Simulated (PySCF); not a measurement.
## Electronic structure of CFO (FCO) (doublet) in real space

```xyz
3

O    -1.0726   -0.2366   -0.1082
C    -0.0710    0.3436    0.0445
F     1.1489   -0.1419    0.0429
```

Geometry: PBE0-D3(BJ)/def2-SVP.

Theory: UKS B3LYP, IGLO-III on C F O, non-relativistic, mean-field spin-orbit, GIAO (PySCF).

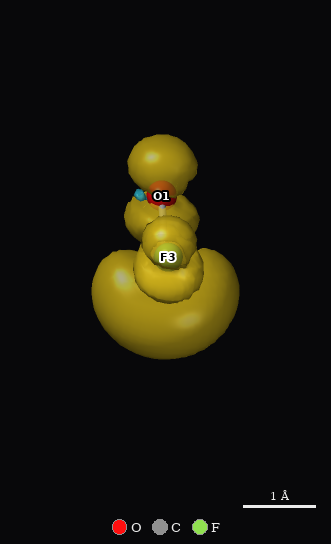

Figure 1. Isosurfaces of the spin density at +0.05 (yellow) and −0.05 e/Å³ (cyan), seen at an oblique angle.

Where is the unpaired spin?

Answer. The unpaired spin (1 electron) lies mostly on C2 (about 0.6), O1 (about 0.2) and F3 (about 0.2), in electrons by Hirshfeld's partition.

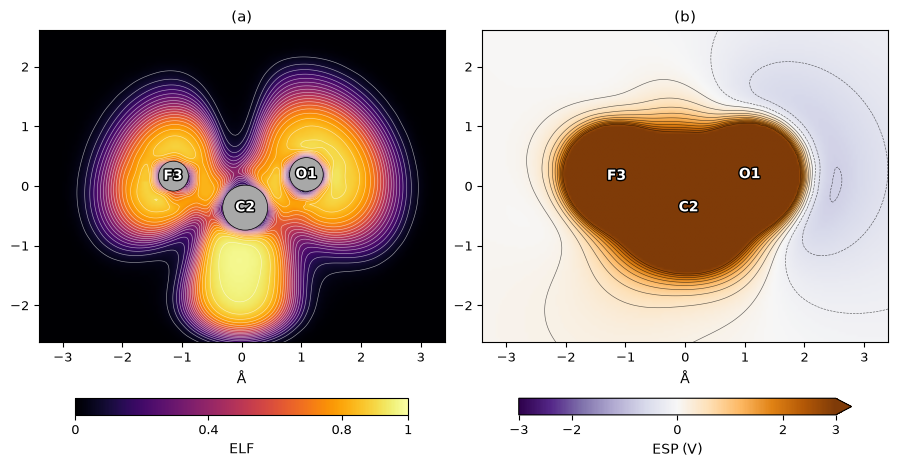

Figure 2. (a) ELF; (b) electrostatic potential on the molecular plane. Grey discs cover the atomic cores in the ELF map.

What do the fields say about this system?

Answer.
- The plane passes through O, C and F nuclei.
- C–O (1.17 Å): the ELF peaks at about 0.90 between the atoms (a short, multiple covalent bond).
- C–F (1.31 Å): the ELF peaks at about 0.85 between the atoms (a shared but strongly polarised pair).
- The ELF also peaks beside C2, F3 and O1, away from the bonds: non-bonding electrons, paired or unpaired.
- Outside the dense part of the molecule the potential is most negative (−0.7 V) near O1.

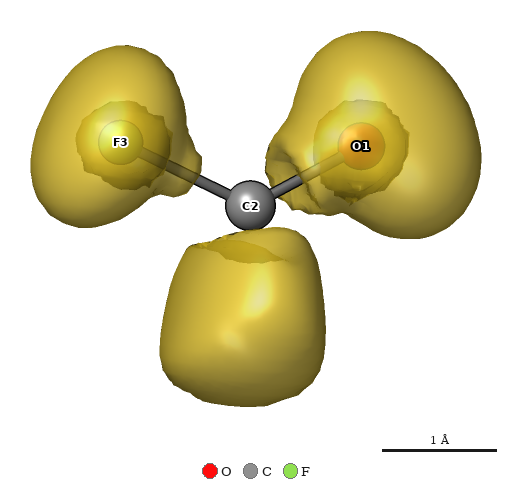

Figure 3. Isosurface of the ELF at 0.75 (yellow), seen at a tilt. Only the valence region is drawn (cores and ρ < 0.01 e/Å³ removed).

Identify the bonds, lone pairs and shells in this picture.

Answer. The surface consists of one region on F in which the atom's valence shell and bonds are merged, one region on O in which the atom's valence shell and bonds are merged and one lobe on C, pointing away from the bonds (non-bonding electrons).
